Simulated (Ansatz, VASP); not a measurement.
# Cross-check of La between VASP and Ansatz

Aim: how closely do two programs agree when they are given the same cell, functional and k mesh? The start cell is built, not measured: As first built, before any earlier steps moved the atoms (in the runner's words): it takes the Gd structure with all of its atoms replaced by other elements, volume scaled by an estimate. The cell is taken from a series of VASP runs on this material, whose earlier steps may have relaxed, scaled or displaced it; both programs get it as it stands. Valence electrons are named where the data sets of a main pair hold unlike numbers.

Method: plane waves, with VASP 6.6.1 beside it; band structure at LDA, single point at LDA and band structure at LDA, spin-orbit coupling, in Ansatz 0.2.0.

## (1) The structure

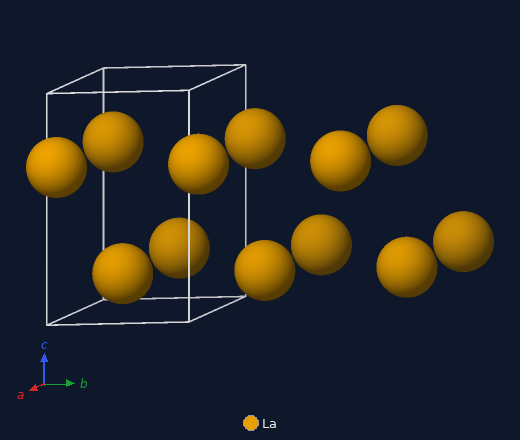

Start, viewed slightly off an axis; lanthanum orange. 2×3×1 cells are drawn.

As a file:

```xyz
2
Lattice="3.5515 0.0000 0.0000 -1.7758 3.0757 0.0000 0.0000 0.0000 5.8631" Properties=species:S:1:pos:R:3 pbc="T T T"
La    0.0000    2.0505    1.4658
La    1.7758    1.0252    4.3973
```

## (2) VASP: band structure, LDA

With cell and atoms fixed, the geometry can't cause a difference; cores, projectors, grids and the points listed under the comparison can.

Lines of VASP's logs that name or quote its potential files are left out, and so is its time.

INCAR reads:

```
SYSTEM = La
PREC = Accurate
ENCUT = 400
EDIFF = 1E-06
NELM = 100
ISMEAR = 1
SIGMA = 0.2
LREAL = .FALSE.
ALGO = Normal
GGA = CA
LORBIT = 11
LWAVE = .FALSE.
LCHARG = .FALSE.
```

POSCAR reads:

```
La
1.0
    3.5515475315      0.0000000000      0.0000000000
   -1.7757737657      3.0757303828      0.0000000000
    0.0000000000      0.0000000000      5.8630983306
La
2
Direct
    0.3333333330      0.6666666670      0.2500000000
    0.6666666670      0.3333333330      0.7500000000
```

KPOINTS reads:

```
Automatic mesh
0
Gamma
6 6 4
0 0 0
```

KPOINTS_OPT reads:

```
Line mode
16
Line-mode
Reciprocal
  0.00000000   0.00000000   0.00000000 GAMMA
  0.50000000   0.00000000   0.00000000 M

  0.50000000   0.00000000   0.00000000 M
  0.33333333   0.33333333   0.00000000 K

  0.33333333   0.33333333   0.00000000 K
  0.00000000   0.00000000   0.00000000 GAMMA

  0.00000000   0.00000000   0.00000000 GAMMA
  0.00000000   0.00000000   0.50000000 A

  0.00000000   0.00000000   0.50000000 A
  0.50000000   0.00000000   0.50000000 L

  0.50000000   0.00000000   0.50000000 L
  0.33333333   0.33333333   0.50000000 H

  0.33333333   0.33333333   0.50000000 H
  0.00000000   0.00000000   0.50000000 A

  0.50000000   0.00000000   0.50000000 L
  0.50000000   0.00000000   0.00000000 M

  0.33333333   0.33333333   0.00000000 K
  0.33333333   0.33333333   0.50000000 H
```

PAW data sets: La (LDA family, release 64).

Launch:

```console
$ mpirun -np 1 vasp_std
```

Numbers of over 12 decimals in the logs are rounded to 6 here.

Log:

```text
[banner, memory and clock lines left out]
running    1 mpi-ranks, on    1 nodes
 distrk:  each k-point on    1 cores,    1 groups
 distr:  one band on    1 cores,    1 groups

 POSCAR found type information on POSCAR La
 POSCAR found :  1 types and       2 ions
 LDA part: xc-table for (Slater(with rela. corr.)+CA(PZ))
 , standard interpolation
 POSCAR, INCAR and KPOINTS ok, starting setup
 FFT: planning ... GRIDC
 FFT: planning ... GRID_SOFT
 FFT: planning ... GRID
 WAVECAR not read
 entering main loop
       N       E                     dE             d eps       ncg     rms          rms(c)
DAV:   1     0.225297250144E+03    0.22530E+03   -0.71141E+03   630   0.172E+03
DAV:   2     0.204721452978E+02   -0.20483E+03   -0.20353E+03   964   0.356E+02
DAV:   3    -0.735357385557E+01   -0.27826E+02   -0.27392E+02  1084   0.142E+02
DAV:   4    -0.108386064793E+02   -0.34850E+01   -0.34573E+01  1260   0.440E+01
DAV:   5    -0.111286260586E+02   -0.29002E+00   -0.28687E+00  1028   0.118E+01    0.404E+00
DAV:   6    -0.111055708916E+02    0.23055E-01   -0.43584E-01  1260   0.531E+00    0.208E+00
DAV:   7    -0.110781870531E+02    0.27384E-01   -0.42589E-02  1188   0.156E+00    0.551E-01
DAV:   8    -0.110761606026E+02    0.20265E-02   -0.50345E-03  1260   0.567E-01    0.934E-02
DAV:   9    -0.110762699517E+02   -0.10935E-03   -0.55679E-04  1220   0.177E-01    0.388E-02
DAV:  10    -0.110762796992E+02   -0.97474E-05   -0.44119E-05  1236   0.467E-02    0.302E-02
DAV:  11    -0.110762809163E+02   -0.12171E-05   -0.77926E-06   852   0.347E-02    0.103E-02
DAV:  12    -0.110762810853E+02   -0.16895E-06   -0.99287E-07   756   0.264E-02
   1 F= -.11076281E+02 E0= -.11076555E+02  d E =0.822115E-03
 Start KPOINTS_OPT (optional k-point list driver)
k-point batch [1-21\144]
       N       E                     dE             ncg
DAV:   1     0.241324281601E+04   -0.60387E+04      638
DAV:   2    -0.189348103344E+04   -0.43067E+04      950
DAV:   3    -0.259147948601E+04   -0.69800E+03     1100
DAV:   4    -0.267312750593E+04   -0.81648E+02     1252
DAV:   5    -0.267965197546E+04   -0.65245E+01     1052
DAV:   6    -0.268058374866E+04   -0.93177E+00     1244
DAV:   7    -0.268063508601E+04   -0.51337E-01     1060
DAV:   8    -0.268064117392E+04   -0.60879E-02     1252
DAV:   9    -0.268064185355E+04   -0.67963E-03     1108
DAV:  10    -0.268064196899E+04   -0.11543E-03     1156
DAV:  11    -0.268064198794E+04   -0.18955E-04      804
DAV:  12    -0.268064199147E+04   -0.35317E-05      756
DAV:  13    -0.268064199220E+04   -0.72922E-06      756
[...]
k-point batch [127-144\144]
       N       E                     dE             ncg
DAV:   1     0.395523980849E+04   -0.11232E+05      540
DAV:   2     0.387039556553E+03   -0.35682E+04      795
DAV:   3    -0.558228189506E+02   -0.44286E+03      968
DAV:   4    -0.110562166433E+03   -0.54739E+02     1080
DAV:   5    -0.117073765570E+03   -0.65116E+01      904
DAV:   6    -0.118132719968E+03   -0.10590E+01     1064
DAV:   7    -0.118202531215E+03   -0.69811E-01      960
DAV:   8    -0.118208142517E+03   -0.56113E-02     1064
DAV:   9    -0.118208582156E+03   -0.43964E-03      960
DAV:  10    -0.118208623181E+03   -0.41025E-04     1040
DAV:  11    -0.118208626621E+03   -0.34395E-05      728
DAV:  12    -0.118208626941E+03   -0.32092E-06      648
```

Parts of OUTCAR (step 2):

```text
ion  position               nearest neighbor table
   1  0.333  0.667  0.250-   2 3.58   2 3.58   2 3.58   2 3.58   2 3.58   2 3.58
   2  0.667  0.333  0.750-   1 3.58   1 3.58   1 3.58   1 3.58   1 3.58   1 3.58

  LATTYP: Found a hexagonal cell.
 ALAT       =     3.5515475315
 C/A-ratio  =     1.6508573456

 Subroutine GETGRP returns: Found 24 space group operations
 (whereof 12 operations were pure point group operations)

The static configuration has the point symmetry D_3d.
 The point group associated with its full space group is D_6h.

 Found     21 irreducible k-points:

   k-points           NKPTS =     21   k-points in BZ     NKDIM =     21   number of bands    NBANDS=     15

   dimension x,y,z NGX =    24 NGY =   24 NGZ =   40
   dimension x,y,z NGXF=    48 NGYF=   48 NGZF=   80

   ENCUT  =  400.0 eV  29.40 Ry    5.42 a.u.   5.79  5.79  9.56*2*pi/ulx,y,z

   NELECT =      22.0000    total number of electrons

 k-points in reciprocal lattice and weights: Automatic mesh
   0.00000000  0.00000000  0.00000000       0.007
   0.16666667  0.00000000  0.00000000       0.042
   0.33333333 -0.00000000  0.00000000       0.042
   0.50000000 -0.00000000  0.00000000       0.021
   0.16666667  0.16666667  0.00000000       0.042
   0.33333333  0.16666667  0.00000000       0.083
   0.33333333  0.33333333  0.00000000       0.014
   0.00000000  0.00000000  0.25000000       0.014
   0.16666667  0.00000000  0.25000000       0.083
[...]
0.33333333  0.16666667  0.50000000       0.083
   0.33333333  0.33333333  0.50000000       0.014

 average (electrostatic) potential at core
       1 -94.6249       2 -94.6249

 E-fermi :   9.0909

 k-point     1 :       0.0000    0.0000    0.0000
  band No.  band energies     occupation
    ...
      6      -6.0523      2.00000
      7      -6.0382      2.00000
      8      -6.0382      2.00000
      9       6.1509      2.00000
     10       7.2659      2.00000
     11      10.1386     -0.00000
     12      10.5886     -0.00000
     13      10.5886     -0.00000
     14      10.7049     -0.00000
     15      10.7853     -0.00000

 k-point     2 :       0.1667    0.0000    0.0000
  band No.  band energies     occupation
    ...
      6      -6.4313      2.00000
      7      -6.1167      2.00000
      8      -6.1030      2.00000
      9       6.9722      2.00000
     10       7.9443      2.00000
     11       9.3569     -0.06797
     12       9.9777     -0.00000
     13      10.1844     -0.00000
     14      10.5638     -0.00000
     15      10.8644     -0.00000

 k-point     3 :       0.3333   -0.0000    0.0000
  band No.  band energies     occupation
    ...
      7      -6.3289      2.00000
      8      -6.2480      2.00000
      9       7.5441      2.00000
     10       7.9912      2.00000
     11       8.4029      2.00001
     12      10.0828     -0.00000
     13      10.3910     -0.00000
     14      10.6533     -0.00000
     15      10.6795     -0.00000

  Total        0.0047847      0.0047847     -0.0036169      0.0000000      0.0000000      0.0000000
  in kB        0.1196939      0.1196939     -0.0904792      0.0000000      0.0000000      0.0000000
  external PRESSURE =       0.0496362 kB  Pullay stress =       0.0000000 kB

  energy-cutoff  :      400.00
  volume of cell :       64.05
      direct lattice vectors                 reciprocal lattice vectors
     3.551547531  0.000000000  0.000000000     0.281567399  0.162563014  0.000000000
    -1.775773766  3.075730383  0.000000000     0.000000000  0.325126027  0.000000000
     0.000000000  0.000000000  5.863098331     0.000000000  0.000000000  0.170558286

 POSITION                                       TOTAL-FORCE (eV/Angst)
 -----------------------------------------------------------------------------------
     -0.00000      2.05049      1.46577        -0.000000      0.000000      0.000000
      1.77577      1.02524      4.39732         0.000000     -0.000000      0.000000
 -----------------------------------------------------------------------------------
    total drift:                               -0.000001      0.000000     -0.000000

  FREE ENERGIE OF THE ION-ELECTRON SYSTEM (eV)
  ---------------------------------------------------
  free  energy   TOTEN  =       -11.0762810853 eV

  energy  without entropy=      -11.0771032001  energy(sigma->0) =      -11.07655512

 total charge
# of ion       s       p       d       f       tot
--------------------------------------------------
    1        2.091   5.517   1.018   0.128   8.754
    2        2.091   5.517   1.018   0.128   8.754
--------------------------------------------------
tot          4.181  11.033   2.036   0.256  17.507

[... 3 further parts left out ...]
```

The run ends at a pressure of 0.00 GPa.

## (3) Ansatz: band structure, LDA

Ansatz runs on its default PAW (the set named soft_2) files.

The same cell, functional (in two slightly different forms), mesh and smearing now go to Ansatz, which takes its cutoff from its data sets.

input.yaml reads:

```yaml
crystal:
  lattice:
    - [3.5515475315, 0.0, 0.0]
    - [-1.7757737657, 3.0757303828, 0.0]
    - [0.0, 0.0, 5.8630983306]
  atoms:
    - { symbol: La, position: [0.333333333, 0.666666667, 0.25] }
    - { symbol: La, position: [0.666666667, 0.333333333, 0.75] }
hamiltonian:
  xc: lda
  pseudopotentials: { kind: paw }
kpoints:
  mp_grid: { grid: [6, 6, 4] }
  band_path:
    path:
      - [0.0, 0.0, 0.0]
      - [0.13333, 0.0, 0.0]
      - [0.3, 0.0, 0.0]
      - [0.46667, 0.0, 0.0]
      - [0.46667, 0.06667, 0.0]
      - [0.41111, 0.17778, 0.0]
      - [0.35556, 0.28889, 0.0]
      - [0.28889, 0.28889, 0.0]
      - [0.17778, 0.17778, 0.0]
      - [0.06667, 0.06667, 0.0]
      - [0.0, 0.0, 0.03333]
      - [0.0, 0.0, 0.2]
      - [0.0, 0.0, 0.36667]
      - [0.0, 0.0, 0.5]
      - [0.16667, 0.0, 0.5]
      - [0.3, 0.0, 0.5]
      - [0.46667, 0.0, 0.5]
      - [0.46667, 0.06667, 0.5]
      - [0.41111, 0.17778, 0.5]
      - [0.35556, 0.28889, 0.5]
      - [0.28889, 0.28889, 0.5]
      - [0.17778, 0.17778, 0.5]
      - [0.06667, 0.06667, 0.5]
      - [0.5, 0.0, 0.46667]
      - [0.5, 0.0, 0.3]
      - [0.5, 0.0, 0.13333]
      - [0.33333, 0.33333, 0.0]
      - [0.33333, 0.33333, 0.16667]
      - [0.33333, 0.33333, 0.33333]
      - [0.33333, 0.33333, 0.5]
    npoints: 1
scf:
  occupations: { method: methfessel_paxton, width: 0.2 }
  n_extra_bands: 7
output:
  forces: true
  stress: true
  eigenvalues: true
```

Launch:

```console
$ ansatz run input.yaml --threads 2 --pin off --max-ram 4608MiB --backend cpu --events-out ev --progress --plain --runs-dir out
```

Log:

```text
scf.n_extra_bands = 7 over 11 filled bands (N_el = 22.0): the run solves 18 bands
Engine: ansatz 0.2.0, aarch64-unknown-linux-gnu
Pseudopotentials: kind: paw
Pseudopotential: La, paw, valence charge 11, recommended cutoff 420 eV (normal), La.paw.azcp
Functional definition: SPW92
  exchange = slater_x
  correlation = pw_c
Crystal: 2 atoms, lattice volume = 64.046 Å³
Basis set: ecut = 420 eV, 1249 PW (Γ)
Bands: 18, of which v1, the nominal top of the filled ones, is band 11 counted from 1 (10 counted from 0)
Symmetry: 24 space group operations
Space group: P63/mmc (ITA 194), of the structure as read, at distance tolerance 4.0e-5 Å
k-points: 21 of 144
Non-local potential: La, projectors of the file, l = 0: 3, l = 1: 2, l = 2: 2, l = 3: 3
PAW form: soft (Blöchl's): semilocal exchange-correlation on the pseudo side does not see the compensation charge
PAW frozen core: La, regenerated for the run's functional, and the local potential with it (the file was generated under x = pbe(κ = 0.804, μ = 0.219515), c = pbe(β = 0.066725))
PAW one-centre angular grid: La, 590 points (default); XC on 64 Gauss nodes
Initial density: superposition of atomic densities (neutral atoms: chi_scale 0, normalization atom), corrected by the library's trained network
Initial wavefunctions: pseudopotential atomic-orbital guess
Functional: x = slater, c = lda
SCF iter   1: F=—  HF=-12152.212875 eV  |F-HF|=—  |Δ(HF+E_count)|=         —  Δρ=4.92e-3  dr2=9.83e-3  ethr=1.77e-3  ⟨swp⟩=5.0  Hψ=1629  notcnv=0
preconditioner: auto → Kerker (q_TF=auto, 2.283 Å⁻¹)  [metal: Δε(μ)=0.079 eV  Ē_g=12.457 eV  σ=0.200 eV  W_gap=0.32  n_scr=10 (ndim 8)  ℏωp=19.7 eV  f_vac=0.000  D(μ)=3.75/eV (n_scr^D=36)]
SCF iter   2: F=—  HF=-12152.209650 eV  |F-HF|=—  |Δ(HF+E_count)|=   3.22e-3  S|Δr|=    0.00e0  Δρ=2.50e-3  dr2=2.45e-3  ethr=4.47e-5  ⟨swp⟩=2.3  Hψ=913  notcnv=0  defer=29
SCF iter   3: F=—  HF=-12152.209595 eV  |F-HF|=—  |Δ(HF+E_count)|=   5.49e-5  S|Δr|=    0.00e0  Δρ=5.81e-4  dr2=2.06e-4  ethr=1.11e-5  ⟨swp⟩=2.0  Hψ=422  notcnv=0  defer=29
SCF iter   4: F=—  HF=-12152.209602 eV  |F-HF|=—  |Δ(HF+E_count)|=   6.41e-6  S|Δr|=    0.00e0  Δρ=1.02e-4  dr2=5.50e-6  ethr=9.38e-7  ⟨swp⟩=1.5  Hψ=375  notcnv=0  defer=29
SCF iter   5: F=—  HF=-12152.209600 eV  |F-HF|=—  |Δ(HF+E_count)|=   1.61e-6  S|Δr|=    0.00e0  Δρ=1.40e-5  dr2=1.52e-7  ethr=2.50e-8  ⟨swp⟩=2.3  Hψ=566  notcnv=0  defer=29
SCF iter   6: F=-12152.209600 eV  HF=-12152.209600 eV  |F-HF|=4.27e-10  |Δ(HF+E_count)|=   2.78e-8  S|Δr|=    0.00e0  Δρ=2.58e-6  dr2=3.00e-9  ethr=4.55e-10  ⟨swp⟩=10.3  Hψ=2197  notcnv=0
SCF 1 converged in 6 iterations: F = -12152.209600 eV  dr2 = 3.00e-9
  greatest PAW one-centre occupation: 0.974 electrons in one spin orbital (limit 2), on the La atom at site 1 (counted from 0), in its partial waves of l = 0
NSCF: frozen V_eff on 30 k-points
SCF converged after 6 iterations
Stability not checked: this state was not tested for a lower state beside it, because cold or Methfessel-Paxton smearing, or corrected tetrahedra, fill the levels in a way that the test cannot read (fill_not_monotonic; see scf.lower_state_search)
Free energy (F): -12152.209600 eV
Harris-Foulkes:  -12152.209600 eV  (|F-HF|=4.27e-10)
Internal energy: -12152.209798 eV  (E = F + TS)
E sigma→0 (E₀):  -12152.209649 eV
Entropy (-TS):   0.000198 eV (0.099 meV/atom)
Fermi energy:    12.704598 eV
--- Per-component energies (eV) ---
  E_band       = -48.319988
  E_kinetic    = 391.507396
  E_local      = -575.686598  (includes V_loc(G=0)·N_el)
  E_nonlocal   = 197.713347
  E_hartree    = 184.393294
  E_xc         = -278.887496
  E_vxc        = -297.722200  (∫ρ·V_xc dr)
  E_paw        = -10487.245024  (= ΣΔE_a)
  E_vpaw       = -132.917812  (= ΣTr[D̂ρ^β])
  E_aug_tail   = -0.000000  (compensation charges beyond the density's cutoff)
  E_ewald      = -1584.650150
  E_core_change = 0.645433  (= ΣΔE_core)
  E_smearing   = 0.000198  (= −TS)
  E_closure    = -0.000000  (closes the sum)
  Σ components = -12152.209600   (vs F -12152.209600, Δ=0.00e0)
--- Forces (eV/Å), atoms counted from 1 ---
  atom   1  La    -0.00000000    -0.00000000     0.00000000
  atom   2  La     0.00000000     0.00000000    -0.00000000
  max |Σ_I F_I| component: 9.25e-18 eV/Å
--- Stress (GPa, compression-positive) ---
        0.138771      -0.000000       0.000000
       -0.000000       0.138771       0.000000
        0.000000       0.000000       0.098097
  P = ⅓ Tr σ = 0.1252 GPa (1.252 kbar)
--- Band table (eV; the first three rows and the last of 21) ---
  k-point 0: bands = [... 7 lower, -2.4738, 9.7246, 10.8658, 13.7577, 14.2052, 14.2052, 14.3278, 14.4073, ... 3 higher]
  k-point 1: bands = [... 7 lower, -2.5118, 10.2587, 11.0062, 13.5747, 14.0992, 14.1542, 14.2013, 14.2013, ... 3 higher]
  k-point 2: bands = [... 7 lower, -2.6021, 11.0664, 11.0664, 13.4817, 13.4817, 14.2902, 14.2902, 14.2902, ... 3 higher]
  k-point 20: bands = [... 7 lower, -2.8549, 11.9596, 11.9596, 12.5404, 12.5404, 14.0434, 14.0434, 14.3886, ... 3 higher]
```

Run time: 2.5 s. Hardware: 2 threads of Arm Neoverse N1, shared host; peak memory 0.31 GiB.

In the SCF lines HF is the Harris–Foulkes energy and dr2 the Hartree energy of the density residual, in eV; the loop may stop once dr2 is under the threshold and the program's other checks hold. Hψ counts applications of the Hamiltonian.

## (4) Differences

Known differences besides the potentials themselves: the two LDA forms differ slightly; the cutoff is 420 eV in Ansatz and 400 eV in VASP; VASP's log shows a relativistic correction to its local exchange, Ansatz's none. Total energies have different zeros and are not compared.

Compared:

```
      quantity  Ansatz  VASP  difference
pressure (GPa)    0.13  0.00       +0.12
```

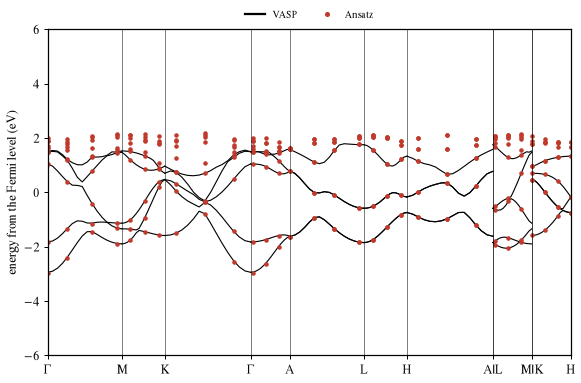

Bands from VASP (lines) and levels from Ansatz (dots). Dots without a line are higher empty bands that the VASP plot leaves out.

Levels from 3 eV below to 2 eV above the Fermi level differ by 11 meV r.m.s. and 40 meV at most; each VASP level is matched to the nearest of Ansatz, which flatters the figure a little.

[end of part 1 of 2]

[Lines on the potential files, build, host, timing and source positions are cut from VASP's logs without a mark.]

[Logs are printed without paths, hosts, clocks, repeated set-up lines and the standing remarks that a program may print on its own settings, such as how far it seeks lower states.]

[Hosts, paths, dates, database ids (printed as entryN), source tags and the programs' standing remarks are cut or masked in the printed files.]
